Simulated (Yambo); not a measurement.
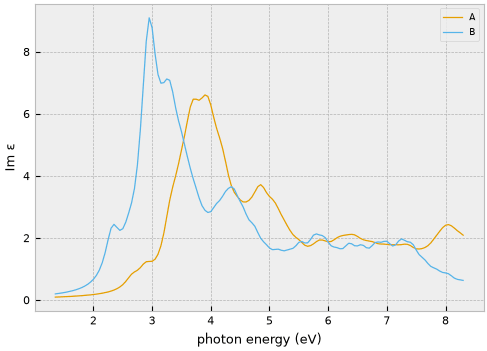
Figure. Two computed absorption spectra of Cs₂O (space group R-3m, No. 166) under isotropic strain of -3 % on all lattice vectors (Yambo, PBEsol bands with the same scissor, field along x)

Axes are Cartesian, with cell vectors (Å) (1.99, 1.15, 6.68), (-1.99, 1.15, 6.68), (0.00, -2.30, 6.68).

Which curve includes the electron-hole attraction (BSE)?

Curve B: the attraction moves weight to lower energy (centre of the plotted range 4.4 eV against 5.1 eV). Settings: 6×6×6 mesh, 3 valence and 9 conduction bands, static screening with 49 bands and a 4 Ry block, scissor 0.76 eV, Tamm-Dancoff. The scissor comes from a G0W0 run whose convergence isn't established. Broadening 0.15 eV. The band window holds all transitions up to 8.9 eV. On this mesh the peak heights and the fine structure are mesh artefacts; only the shift of weight is robust.

Geometry strained from the cell relaxed with PBEsol, atoms relaxed again; primitive cell a = b = c = 7.067 Å, α = β = γ = 32.71°.
